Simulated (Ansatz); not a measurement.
# CH6GaN (SMILES [CH3][GaH][NH2]): HF/3-21G

Aim: the vertical ionisation energy of CH6GaN at HF/3-21G, from 2 runs. 

The calculation is run with Ansatz 0.2.0.

65 further runs of the same task are left out: 1 that didn't finish, 64 set aside as unsound or not needed.

### 1 Starting point

CH6GaN has 9 atoms, charge 0, and is taken as a singlet. As SMILES, `[CH3][GaH][NH2]`. Geometry: relaxed at PBE0-D4/def2-TZVP.

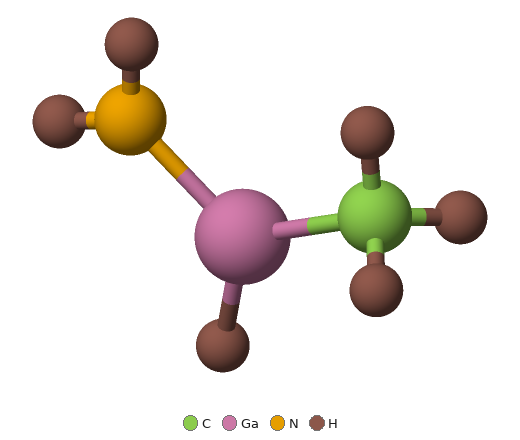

The structure, seen from a chosen angle (carbon green, gallium pink, nitrogen amber, hydrogen brown).

### 2 A single-point energy at HF/3-21G

molecule.yaml

```yaml
crystal:
  periodic: [false, false, false]
  atoms:
    - symbol: C
      position_ang: [-0.279100, 0.944700, -1.124800]
    - symbol: Ga
      position_ang: [0.513400, -0.531900, -0.104400]
    - symbol: "N"
      position_ang: [-0.068200, -0.807600, 1.596800]
    - symbol: H
      position_ang: [-0.756000, 0.568300, -2.033100]
    - symbol: H
      position_ang: [0.493400, 1.652200, -1.435600]
    - symbol: H
      position_ang: [-1.026300, 1.483500, -0.540100]
    - symbol: H
      position_ang: [1.617900, -1.521300, -0.608700]
    - symbol: H
      position_ang: [0.276500, -1.536600, 2.197700]
    - symbol: H
      position_ang: [-0.771600, -0.251300, 2.052200]
basis:
  gaussian:
    orbitals: 3-21G-spherical.json
magnetization:
  spin_polarized: false
  initial_magnetization: 0
output: {orbitals: {seedname: orbitals}}
hamiltonian:
  xc: hf
accuracy: high
```

The basis set 3-21G is read from a file made from the Basis Set Exchange's data (not shown).

On the command line:

```console
$ ansatz run molecule.yaml --threads 1 --pin off --max-ram 3480MiB --events-out events.jsonl --progress --plain --runs-dir runs
```

Standard output:

```text
Warning: RAYON_NUM_THREADS=1 ignored (pool sized by the plan → 1); use --threads N
Functional definition: HF
  name "HF"
  exchange = exact_x
  correlation = 0
1082 factors; integrals over basis functions are off by at most 4.7e-9 eV
mean field evaluation 1: about -54669.2613 eV, gradient 3.4e1 eV
mean field evaluation 2: about -54669.4264 eV, gradient 3.5e1 eV
mean field evaluation 4: about -54671.9877 eV, gradient 2.3e0 eV
mean field evaluation 8: about -54672.0124 eV, gradient 1.0e-1 eV
mean field evaluation 16: about -54672.0125 eV, gradient 2.9e-8 eV
mean field -54672.01245931 eV, -2009.1593998585 hartree, gradient 2.9e-8 eV, S^2 0.000000; 0 other end points of the search recorded, 0 dependent functions left out
reference -54672.01245931 eV, -2009.1593998585 hartree; 25, 25 occupied and 27, 27 virtual orbitals, 1082 factors
Total energy: -54672.01245931 eV, -2009.1593998585 hartree
```

Wall time 0.69 s (1 thread of Arm Neoverse V1, shared host); peak memory 0.11 GiB.

### 3 The doublet cation

molecule.yaml: that of step 2 with these lines changed.

```diff
@@ -7,3 +7,3 @@
       position_ang: [0.513400, -0.531900, -0.104400]
-    - symbol: "N"
+    - symbol: N
       position_ang: [-0.068200, -0.807600, 1.596800]
@@ -24,6 +24,6 @@
     orbitals: 3-21G-spherical.json
+total_charge: 1
 magnetization:
-  spin_polarized: false
-  initial_magnetization: 0
-output: {orbitals: {seedname: orbitals}}
+  spin_polarized: true
+  initial_magnetization: 1
 hamiltonian:
@@ -31 +31,2 @@
 accuracy: high
+output: {orbitals: {seedname: orbitals}}
```

The basis set 3-21G is read from a file made from the Basis Set Exchange's data (not shown).

On the command line:

```console
$ ansatz run molecule.yaml --threads 1 --pin off --max-ram 3480MiB --events-out events.jsonl --progress --plain --runs-dir runs
```

Standard output:

```text
Warning: RAYON_NUM_THREADS=1 ignored (pool sized by the plan → 1); use --threads N
[... 4 set-up lines as earlier in the session ...]
1082 factors; integrals over basis functions are off by at most 4.7e-9 eV
mean field evaluation 1: about -54655.8612 eV, gradient 3.7e1 eV
mean field evaluation 2: about -54655.9965 eV, gradient 3.7e1 eV
mean field evaluation 4: about -54662.2709 eV, gradient 2.9e0 eV
mean field evaluation 8: about -54662.4656 eV, gradient 4.7e-1 eV
mean field evaluation 16: about -54662.4983 eV, gradient 1.5e-8 eV
mean field evaluation 32: about -54662.4948 eV, gradient 3.0e-1 eV
mean field evaluation 64: about -54664.0198 eV, gradient 4.6e0 eV
mean field evaluation 96: about -54664.1951 eV, gradient 2.1e0 eV
mean field evaluation 128: about -54659.2691 eV, gradient 1.1e1 eV
mean field -54664.31265655 eV, -2008.8764373264 hartree, gradient 1.7e-8 eV, S^2 0.757160; 1 other end points of the search recorded, 0 dependent functions left out
reference -54664.31265655 eV, -2008.8764373264 hartree; 25, 24 occupied and 27, 28 virtual orbitals, 1082 factors
Total energy: -54664.31265655 eV, -2008.8764373264 hartree
```

It took 2.4 s on 1 thread of Arm Neoverse V1, shared host; peak memory 0.18 GiB.

### 4 Results

Level: HF/3-21G.

```
                                          quantity           value
                      singlet CH6GaN: total energy  -2009.15940 Eh
                       singlet CH6GaN: HOMO energy       -10.15 eV
                       singlet CH6GaN: LUMO energy         2.69 eV
                     singlet CH6GaN: HOMO–LUMO gap        12.84 eV
                      doublet cation: total energy  -2008.87644 Eh
doublet cation: HOMO energy (highest over α and β)       -15.85 eV
 doublet cation: LUMO energy (lowest over α and β)        -6.10 eV
                              doublet cation: ⟨S²⟩           0.757
vertical ionisation energy (to the doublet cation)        7.700 eV
```

**Reading.** Removing an electron at fixed nuclei costs 7.70 eV (178 kcal/mol). The negative HOMO energy of the first species, 10.15 eV, lies 2.45 eV above that difference.
